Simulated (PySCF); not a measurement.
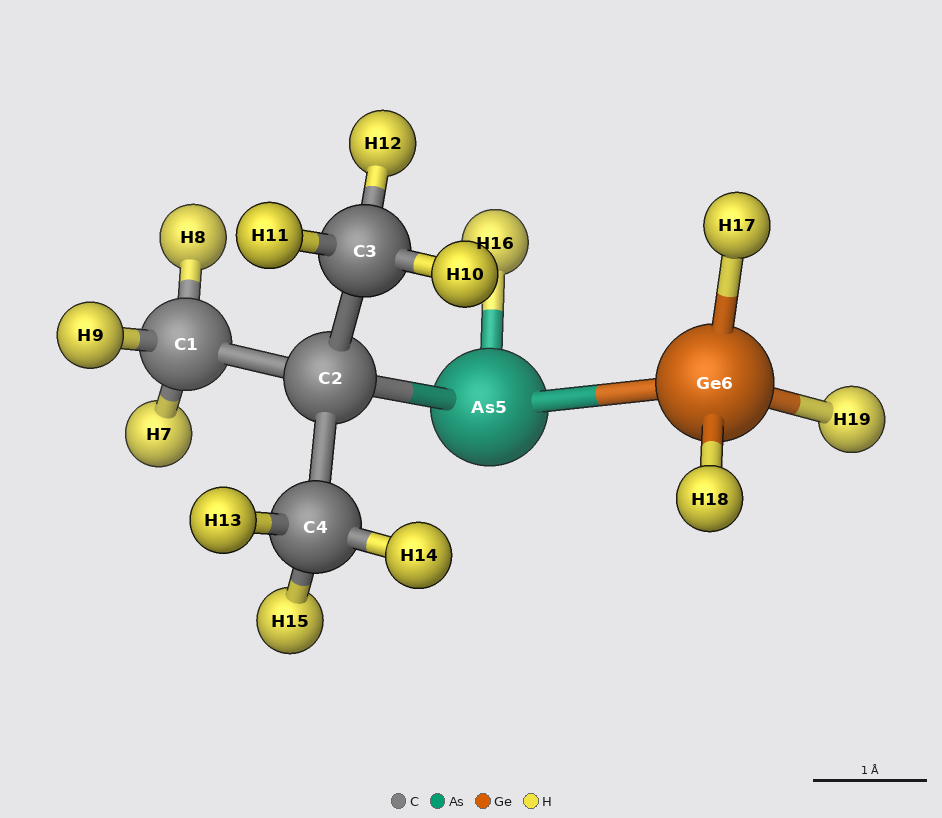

The geometry was computed by an optimisation with PBE0-D3(BJ)/def2-SVP. No frequency run is at hand to confirm it as a minimum.

Which atoms are bonded, and how long are the bonds? Leave out bonds to hydrogen.

| bond | length (Å) |
| --- | --- |
| C1–C2 | 1.528 |
| C2–C3 | 1.523 |
| C2–C4 | 1.527 |
| C2–As5 | 2.018 |
| As5–Ge6 | 2.425 |
